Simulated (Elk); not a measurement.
Band structure of FeSb (P6_3/mmc, 4 atoms in the cell).

```xyz
4
Lattice="4.0148 0.0000 0.0000 -2.0074 3.4769 0.0000 0.0000 0.0000 5.0198" Properties=species:S:1:pos:R:3 pbc="T T T"
Fe     0.0000     0.0000     0.0000
Fe     0.0000     0.0000     2.5099
Sb     2.0074     1.1590     1.2549
Sb     0.0000     2.3180     3.7648
```
Moments meant for the start (each program seeds them in its own way; μB, in the order of the atoms Fe Fe Sb Sb): 4.0 4.0 0.0 0.0.

Computed with LDA (PW92), all-electron FP-LAPW, Elk's shipped species files, APW+lo basis with extra local orbitals run with Elk 10.2.4.

Settings: xctype = 3; spinpol = true; rgkmax = 8; stype = 0; swidth = 0.00499791 Ha; ngridk = 6 6 4; reducebf = 0.8; gmaxvr = 14 1/bohr; nxlo = 2; lorbcnd = true; lmaxi = 2; nempty = 12 per atom; bfcmt = [[0.0, 0.0, -2.0], [0.0, 0.0, -2.0], [0.0, 0.0, 0.0], [0.0, 0.0, 0.0]].

The starting cell comes from a database of computed structures (which also holds hypothetical and non-ambient phases and stackings), without a prior relaxation at this level. Spin-orbit coupling is off. The magnetic order is the one reached from the typed start; others were not searched systematically. Values depend on the basis (sphere radii, cutoffs, local orbitals), which need not be converged.

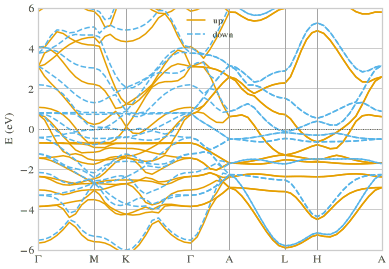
Figure. Bands along the path, energies from the Fermi level.

Levels in eV from the Fermi level, bands 29 to 36 of the first spin channel:
| point | 29 | 30 | 31 | 32 | 33 | 34 | 35 | 36 |
|---|---|---|---|---|---|---|---|---|
| Γ | -0.70 | -0.70 | 0.71 | 0.71 | 1.06 | 3.09 | 3.09 | 3.09 |
| M | -1.56 | -1.17 | -0.93 | -0.75 | -0.68 | 0.22 | 2.21 | 4.15 |
| K | -1.34 | -0.98 | -0.72 | -0.72 | 0.09 | 0.09 | 1.23 | 1.23 |
| A | -1.71 | -1.71 | 0.60 | 0.60 | 2.57 | 2.57 | 2.57 | 2.57 |
| L | -1.31 | -1.31 | -1.30 | -1.30 | 0.70 | 0.70 | 2.27 | 2.27 |
| H | -1.53 | -1.53 | -0.79 | -0.79 | -0.65 | -0.65 | 4.87 | 4.87 |

Bands cross the Fermi level along this path, so the cell is metallic at this level.

The net moment of the cell came out as 2.65 μB.
